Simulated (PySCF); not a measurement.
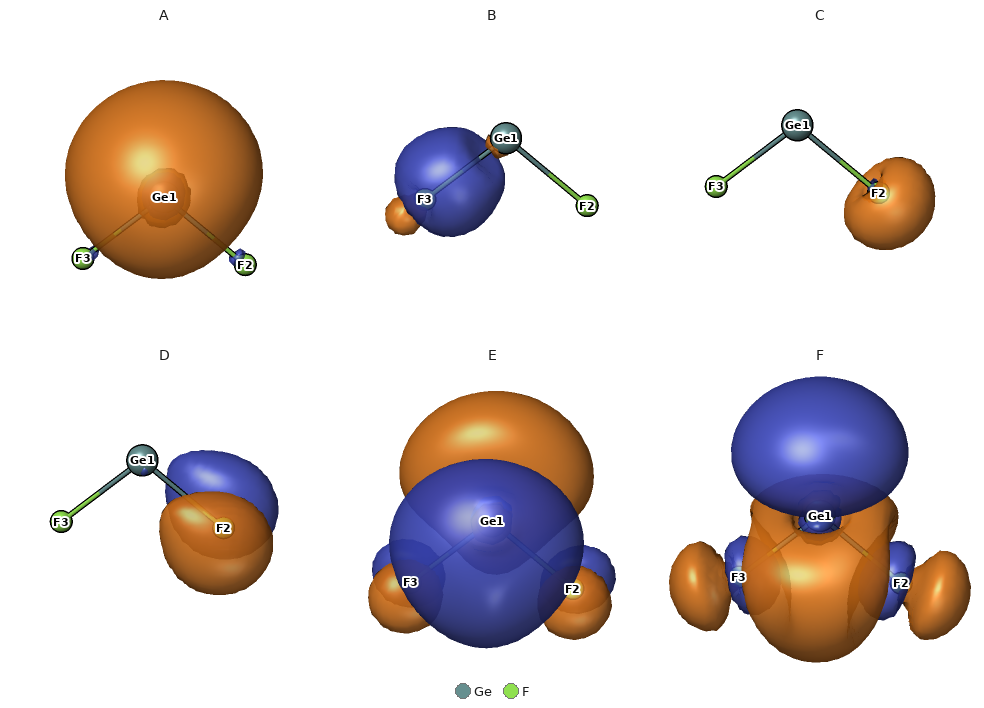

F$_{2}$Ge. Intrinsic bond orbitals (IBO), occupied and valence-virtual; each surface holds about 85 % of the orbital's density. Energies are diagonal elements of the Fock matrix.

Level of theory: BLYP/cc-pVTZ (PySCF), at a geometry from GFN2-xTB. No frequency check shows the geometry to be a minimum. GFN2-xTB bond lengths at metals and heavier atoms can be off by up to 0.1 Å and shapes distorted, which carries into these values.

Input script:

```python
import numpy as np
from pyscf import gto, scf, dft, lo
from pyscf.data.elements import chemcore

def solve(mol, dm0=None, hcore=None):
    mf = (dft.UKS if mol.spin else dft.RKS)(mol, xc='blyp')
    mf.grids.level = 3
    mf = mf.density_fit(auxbasis='def2-universal-jkfit')
    mf.conv_tol, mf.max_cycle = 1e-8, 80
    if hcore is not None:
        mf.get_hcore = lambda *args: hcore
    mf.kernel(dm0)
    if not mf.converged:
        mf = mf.newton().run(mf.mo_coeff, mf.mo_occ, max_cycle=30)
    assert mf.converged, 'SCF not converged'
    return mf

mol = gto.M(atom='''
Ge     0.00079    -0.43869     0.00000
F     -1.32470     0.77859     0.00000
F      1.32188     0.78119     0.00000
''', basis='cc-pvtz', charge=0, spin=0, verbose=4)
mf = solve(mol)
occ_all = mf.mo_coeff[:, mf.mo_occ > 0]
occ = occ_all[:, chemcore(mol):]
loc = lo.ibo.ibo(mol, occ, iaos=lo.iao.iao(mol, occ_all))
fock, s = mf.get_fock(), mf.get_ovlp()
ortho = lo.orth_ao(mol, 'meta_lowdin')
ortho = lo.vec_lowdin(lo.iao.iao(mol, occ_all), s)
labels = lo.iao.reference_mol(mol).ao_labels(fmt=None)
vir = lo.vvo.livvo(mol, occ_all, mf.mo_coeff[:, mf.mo_occ == 0])
both = np.hstack([loc, vir])
p = (ortho.T @ s @ both) ** 2
pop = np.array([p[[l[0] == a for l in labels]].sum(0) for a in range(mol.natm)])
spd = np.array([[p[[l[0] == a and l[2][-1] == k for l in labels]].sum(0) for k in 'spd'] for a in range(mol.natm)])
eps = np.einsum('pi,pq,qi->i', both, fock, both)
for i in np.argsort(eps):
    top = np.argsort(-pop[:, i])[:3]
    print('%3d %s %9.4f Eh ' % (i + 1, 'occ' if i < loc.shape[1] else 'vir', eps[i]), '  '.join('%s%d %.3f' % (mol.atom_symbol(a), a + 1, pop[a, i]) for a in top))
np.savez('result.npz', c=both, nocc=loc.shape[1], pop=pop, spd=spd, eps=eps, e=mf.e_tot)
```

Run with:

```sh
OMP_NUM_THREADS=1 python input.py
```

The run took 7.1 s on 1 thread of Arm Neoverse V2, on a shared host, peak memory 0.32 GiB.

What does each orbital represent in a Lewis picture?

By panel:
- A: lone pair on Ge1 (s-type) (Ge1 100 %; −10.7 eV)
- B: pair mostly on F3, shared in part with Ge1 (F3 84 %, Ge1 16 %; −18.7 eV)
- C: lone pair on F2 (sp0.5-type) (F2 100 %; −19.9 eV)
- D: lone pair on F2 (p-type) (F2 93 %, Ge1 7 %; −9.4 eV)
- E: π* orbital Ge1–F3, mostly on Ge1 (Ge1 86 %, F3 7 %, F2 7 %; −3.3 eV)
- F: σ* orbital Ge1–F2, mostly on Ge1 (Ge1 78 %, F2 11 %, F3 11 %; 0.9 eV)

Which has the smallest and which the largest spatial spread?

Smallest: C (0.63 Å); largest: E (1.67 Å).
